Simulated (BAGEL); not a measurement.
**C3H9Ga (trimethylgallium (TMGa)): a chain of runs**

We compute a single-point energy (HF/def2-SVP), then the energy (NEVPT2(2,2)/def2-SVP) of C3H9Ga (trimethylgallium (TMGa)). 

The results are computed with BAGEL 1.2.2.

1 further run of the same task is left out (set aside as unsound or not needed).

### Step 1. The system as given

The species is C3H9Ga (13 atoms), meant as a singlet with charge 0. SMILES: `C[Ga](C)C`. The C4–H13 distance was set to 1.747 Å, away from the relaxed value. At this shape a bond of the SMILES string is far longer than usual.

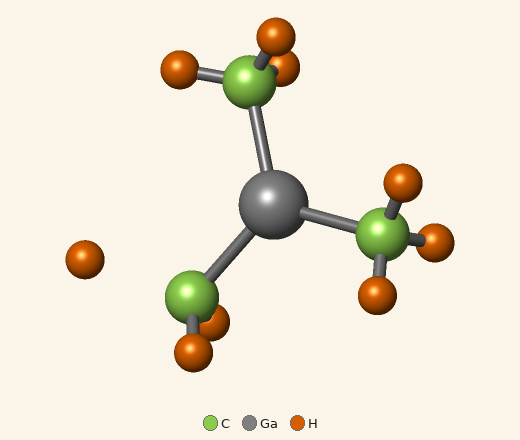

The structure, seen from a chosen angle (carbon green, gallium grey, hydrogen orange).

### Step 2. The energy at HF/def2-SVP (density fitting with svp-jkfit) (run 1)

Input file hf.json:

```json
{ "bagel": [

{
  "title": "molecule",
  "basis": "svp",
  "df_basis": "svp-jkfit",
  "angstrom": false,
  "geometry": [
    { "atom": "C", "xyz": [    -1.38466847,     4.16417214,    -2.11651972 ] },
    { "atom": "Ga", "xyz": [    -0.59559443,     0.99328729,    -0.30861873 ] },
    { "atom": "C", "xyz": [     1.99966094,     0.98984799,     2.37649312 ] },
    { "atom": "C", "xyz": [    -2.51510264,    -2.11890266,    -1.06409344 ] },
    { "atom": "H", "xyz": [     0.28318491,     5.35999083,    -2.33485867 ] },
    { "atom": "H", "xyz": [    -2.76849602,     5.24672065,    -1.02161240 ] },
    { "atom": "H", "xyz": [    -2.20811663,     3.81797432,    -3.97616140 ] },
    { "atom": "H", "xyz": [     3.51682756,     2.33227164,     1.98261750 ] },
    { "atom": "H", "xyz": [     2.81951862,    -0.88118874,     2.66539445 ] },
    { "atom": "H", "xyz": [     1.12985780,     1.56353105,     4.16538346 ] },
    { "atom": "H", "xyz": [    -3.14409798,    -2.18177385,    -3.02840706 ] },
    { "atom": "H", "xyz": [    -4.21105625,    -2.17706843,     0.12184198 ] },
    { "atom": "H", "xyz": [    -0.77093267,    -4.84429402,    -0.40908791 ] }
  ]
},

{ "title": "hf" },

{ "title": "print", "file": "orbitals.molden", "orbitals": true }

]}
```

Launch:

```bash
$ BAGEL_NUM_THREADS=1 BAGEL hf.json > hf.out
```

Standard output:

```text
* using 1 threads per process

  ===============================================================
  ===============================================================

  *** Geometry ***

  { "atom" : "C", "xyz" : [     -1.384668,      4.164172,     -2.116520 ] },
  { "atom" : "Ga", "xyz" : [     -0.595594,      0.993287,     -0.308619 ] },
  { "atom" : "C", "xyz" : [      1.999661,      0.989848,      2.376493 ] },
  { "atom" : "C", "xyz" : [     -2.515103,     -2.118903,     -1.064093 ] },
  { "atom" : "H", "xyz" : [      0.283185,      5.359991,     -2.334859 ] },
  { "atom" : "H", "xyz" : [     -2.768496,      5.246721,     -1.021612 ] },
  { "atom" : "H", "xyz" : [     -2.208117,      3.817974,     -3.976161 ] },
  { "atom" : "H", "xyz" : [      3.516828,      2.332272,      1.982617 ] },
  { "atom" : "H", "xyz" : [      2.819519,     -0.881189,      2.665394 ] },
  { "atom" : "H", "xyz" : [      1.129858,      1.563531,      4.165383 ] },
  { "atom" : "H", "xyz" : [     -3.144098,     -2.181774,     -3.028407 ] },
  { "atom" : "H", "xyz" : [     -4.211056,     -2.177068,      0.121842 ] },
  { "atom" : "H", "xyz" : [     -0.770933,     -4.844294,     -0.409088 ] },

  Number of auxiliary basis functions:      653

  Since a DF basis is specified, we compute 2- and 3-index integrals:
    o Being stored without compression. Storage requirement is 0.074 GB

  Number of basis functions:      119
  Number of electrons      :       58

    * METHOD: MOLECULE                             0.60

  *** RHF ***

  === Nuclear Repulsion ===
   267.9180218096

      * DIIS with orbital gradients will be used.

  === RHF iteration (svp) ===
      0      -2041.44413122          0.01394660           0.23
      1      -2041.61678927          0.00663773           0.21
      2      -2041.65505633          0.00116922           0.23
      3      -2041.65716557          0.00045192           0.22
      4      -2041.65736281          0.00007953           0.21
      5      -2041.65737937          0.00003027           0.22
      6      -2041.65738099          0.00001439           0.22
      7      -2041.65738139          0.00000281           0.21
      8      -2041.65738141          0.00000075           0.22
      9      -2041.65738141          0.00000021           0.22
     10      -2041.65738141          0.00000009           0.22
     11      -2041.65738141          0.00000003           0.23
     12      -2041.65738141          0.00000001           0.22
     13      -2041.65738141          0.00000001           0.21
    * SCF iteration converged.

    * Permanent dipole moment:
           (    0.188855,    -0.408109,     0.064133) a.u.

    * METHOD: HF                                   3.57

    * METHOD: PRINT                                0.04

  ===============================================================
```

Run time: 4.5 s. Hardware: 1 thread of Arm Neoverse V1, shared host; peak memory 0.24 GiB.

### Step 3. The energy at NEVPT2(2,2)/def2-SVP (density fitting with svp-jkfit) (run 2)

Input file input.json:

```json
{ "bagel" : [

{
  "title" : "molecule",
  "basis" : "svp",
  "df_basis" : "svp-jkfit",
  "angstrom" : false,
  "geometry" : [
    { "atom" : "C", "xyz" : [    -1.38466847,     4.16417214,    -2.11651972 ] },
    { "atom" : "Ga", "xyz" : [    -0.59559443,     0.99328729,    -0.30861873 ] },
    { "atom" : "C", "xyz" : [     1.99966094,     0.98984799,     2.37649312 ] },
    { "atom" : "C", "xyz" : [    -2.51510264,    -2.11890266,    -1.06409344 ] },
    { "atom" : "H", "xyz" : [     0.28318491,     5.35999083,    -2.33485867 ] },
    { "atom" : "H", "xyz" : [    -2.76849602,     5.24672065,    -1.02161240 ] },
    { "atom" : "H", "xyz" : [    -2.20811663,     3.81797432,    -3.97616140 ] },
    { "atom" : "H", "xyz" : [     3.51682756,     2.33227164,     1.98261750 ] },
    { "atom" : "H", "xyz" : [     2.81951862,    -0.88118874,     2.66539445 ] },
    { "atom" : "H", "xyz" : [     1.12985780,     1.56353105,     4.16538346 ] },
    { "atom" : "H", "xyz" : [    -3.14409798,    -2.18177385,    -3.02840706 ] },
    { "atom" : "H", "xyz" : [    -4.21105625,    -2.17706843,     0.12184198 ] },
    { "atom" : "H", "xyz" : [    -0.77093267,    -4.84429402,    -0.40908791 ] }
  ]
},

{ "title" : "hf" },

{ "title" : "nevpt2", "nstate" : 1, "nact" : 2, "nclosed" : 28, "active" : [27, 31], "maxiter" : 200, "natocc" : true, "ncore" : 12 },

{ "title" : "print", "file" : "orbitals.molden", "orbitals" : true }

]}
```

Launch:

```bash
$ BAGEL_NUM_THREADS=1 BAGEL input.json > input.out
```

Standard output:

```text
* using 1 threads per process

  ===============================================================
  ===============================================================

  *** Geometry ***

  { "atom" : "C", "xyz" : [     -1.384668,      4.164172,     -2.116520 ] },
  { "atom" : "Ga", "xyz" : [     -0.595594,      0.993287,     -0.308619 ] },
  { "atom" : "C", "xyz" : [      1.999661,      0.989848,      2.376493 ] },
  { "atom" : "C", "xyz" : [     -2.515103,     -2.118903,     -1.064093 ] },
  { "atom" : "H", "xyz" : [      0.283185,      5.359991,     -2.334859 ] },
  { "atom" : "H", "xyz" : [     -2.768496,      5.246721,     -1.021612 ] },
  { "atom" : "H", "xyz" : [     -2.208117,      3.817974,     -3.976161 ] },
  { "atom" : "H", "xyz" : [      3.516828,      2.332272,      1.982617 ] },
  { "atom" : "H", "xyz" : [      2.819519,     -0.881189,      2.665394 ] },
  { "atom" : "H", "xyz" : [      1.129858,      1.563531,      4.165383 ] },
  { "atom" : "H", "xyz" : [     -3.144098,     -2.181774,     -3.028407 ] },
  { "atom" : "H", "xyz" : [     -4.211056,     -2.177068,      0.121842 ] },
  { "atom" : "H", "xyz" : [     -0.770933,     -4.844294,     -0.409088 ] },

  Number of auxiliary basis functions:      653

  Since a DF basis is specified, we compute 2- and 3-index integrals:
    o Being stored without compression. Storage requirement is 0.074 GB

  Number of basis functions:      119
  Number of electrons      :       58

    * METHOD: MOLECULE                             0.60

  *** RHF ***

  === Nuclear Repulsion ===
   267.9180218096

      * DIIS with orbital gradients will be used.

  === RHF iteration (svp) ===
      0      -2041.44413122          0.01394660           0.23
      1      -2041.61678927          0.00663773           0.23
      2      -2041.65505633          0.00116922           0.23
      3      -2041.65716557          0.00045192           0.21
      4      -2041.65736281          0.00007953           0.23
      5      -2041.65737937          0.00003027           0.23
      6      -2041.65738099          0.00001439           0.23
      7      -2041.65738139          0.00000281           0.23
      8      -2041.65738141          0.00000075           0.23
      9      -2041.65738141          0.00000021           0.23
     10      -2041.65738141          0.00000009           0.23
     11      -2041.65738141          0.00000003           0.22
     12      -2041.65738141          0.00000001           0.22
     13      -2041.65738141          0.00000001           0.23
    * SCF iteration converged.

    * Permanent dipole moment:
           (    0.188855,    -0.408109,     0.064133) a.u.

    * METHOD: HF                                   3.66

    * freezing 12 orbitals
  ---------------------------
      CASSCF calculation
  ---------------------------

    ==== Active orbitals : =====
         Orbital 27
         Orbital 31
    ============================

    * nstate   :      1
    * nclosed  :     28
    * nact     :      2
    * nvirt    :     89
  === CASSCF iteration (svp) ===

    * Using the second-order algorithm

      0  0     -2041.65823916     1.45e-04      0.06

      1  0     -2041.67932877     1.49e-03      1.12

      2  0     -2041.69150018     1.23e-03      1.20

      3  0     -2041.69513793     2.51e-04      1.29

      4  0     -2041.69520793     5.90e-05      1.21

      5  0     -2041.69521014     1.51e-05      1.24

      6  0     -2041.69521026     3.97e-06      1.27

      7  0     -2041.69521027     1.05e-06      1.31

      8  0     -2041.69521027     2.76e-07      1.21

      9  0     -2041.69521027     7.28e-08      1.20

     10  0     -2041.69521027     1.91e-08      1.11

     11  0     -2041.69521027     5.03e-09      1.05

    * Second-order optimization converged. *

     guess   0:   closed 1.                   open ..

  === FCI iteration ===

      0  0     -2041.65542924     8.12e-02      0.00
      1  0     -2041.69514230     2.91e-03      0.00
      2  0 *   -2041.69521027     2.28e-16      0.00

     * ci vector, state   0, <S^2> = 0.0000
       2.     0.9712804648
       .2    -0.2379375101

  === DF-NEVPT2 calculation ===

    * 3-index integral transformation done
    * assembly done

      NEVPT2 correlation energy:   -0.6351468601      0.59

          (+0)     -0.5846827125
          (+0)'    -0.0142619453
          (+1)     -0.0064701742
          (+1)'    -0.0000000000
          (+2)     -0.0003874861
          (-1)     -0.0248222797
          (-1)'     0.0000000000
          (-2)     -0.0045222623

      NEVPT2 total energy:       -2042.3303571311

    * METHOD: NEVPT2                              14.76

    * METHOD: PRINT                                0.04

  ===============================================================
```

It took 19 s on 1 thread of Arm Neoverse V1, shared host; peak memory 0.24 GiB.

### Step 4. Summary of results

| quantity | value |
| --- | --- |
| run 1, HF/def2-SVP: total energy | -2041.65738 Eh |
| run 1, HF/def2-SVP: dipole moment | 1.15 D |
| run 1, HF/def2-SVP: HOMO energy | -10.08 eV |
| run 1, HF/def2-SVP: LUMO energy | 2.13 eV |
| run 1, HF/def2-SVP: HOMO–LUMO gap | 12.21 eV |
| run 2, NEVPT2(2,2)/def2-SVP: total energy | -2042.33036 Eh |
